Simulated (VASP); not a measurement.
Band structure of CsI (CsCl type). These are LDA (Ceperley-Alder, Perdew-Zunger) with spin-orbit coupling, VASP's LDA PAW potentials (set 64) (plane waves; VASP) values and carry that method's errors.

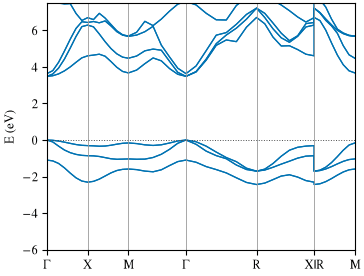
Figure: Bands along high-symmetry lines, zero at the valence-band maximum or, without a gap, the Fermi level

Q: Read the plot: is there a gap, and where are the band edges?

A: The gap is direct, 3.49 eV, from the valence maximum at Γ to the conduction minimum at Γ.

Measured: gap 6.20 eV (computed value off by -2.71 eV), as given by Aguado et al., (1998), arXiv:cond-mat/9809176.

The compound is CsI in the CsCl type structure. It was relaxed first, which changed the volume by -10 %.
